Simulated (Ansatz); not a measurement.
Au (fcc, Cu type)

```yaml
crystal:
  lattice:
    - [0.00000, 4.15718, 4.15718]
    - [2.07859, 0.00000, 2.07859]
    - [2.07859, 2.07859, 0.00000]
  atoms:
    - { symbol: Au, position: [0.00000, 0.00000, 0.00000] }
    - { symbol: Au, position: [0.50000, 0.00000, 0.00000] }
```

A phonon eigenvector at L = (0.5, 0.0, 0.0) is frozen into this cell: atom i moves by Q times the vector below, so Q is the largest atomic displacement, in Å. The cell is held. It is one choice among 2 degenerate patterns. (q is in reciprocal vectors of the primitive cell; the cell shown is doubled to hold the pattern.)

| atom | x | y | z |
|---|---|---|---|
| Au1 | -0.285 | 0.520 | -0.805 |
| Au2 | 0.285 | -0.520 | 0.805 |

Level of theory: PBE (plane waves to 420 eV, PAW, scalar-relativistic; Ansatz, a quantum-chemistry and plane-wave program). k mesh 19×19×19 (Γ-centred), Fermi-Dirac smearing 0.05 eV. E stands for the smeared free energy. With partly filled bands, energies and forces of such displacements shift with the k mesh and the smearing. Au was relaxed with its symmetry unable to fall. Spin-orbit coupling is left out, though Au is heavy. ΔE is measured from the undisplaced structure.

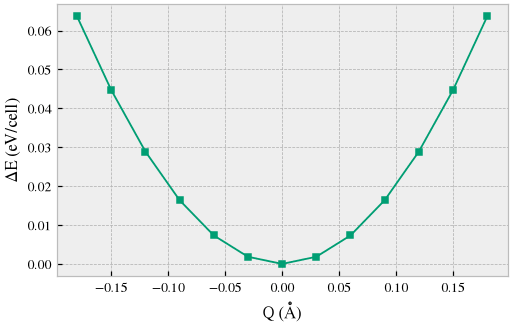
ΔE (eV/cell) against Q (Å); one marker a computed point.

The energy at Q = 0.180 Å is 64 meV/cell. Symmetry of the curve: even: the same for both signs. Shape of the curve: a single well with its minimum at or next to zero displacement. Harmonic wavenumber from the curvature (finite differences): 53 cm⁻¹. Space group of the distorted cell: P-1 (No. 2), lowered from Fm-3m.

E″ = 4.09 eV/Å², M = Σ mᵢ|uᵢ|² = 393.9 u, ν̃ = 521.5·√(|E″|/M).

(A displaced cell: forces are minus the slopes of the energy, force constants its curvatures, and phonons follow from these.)
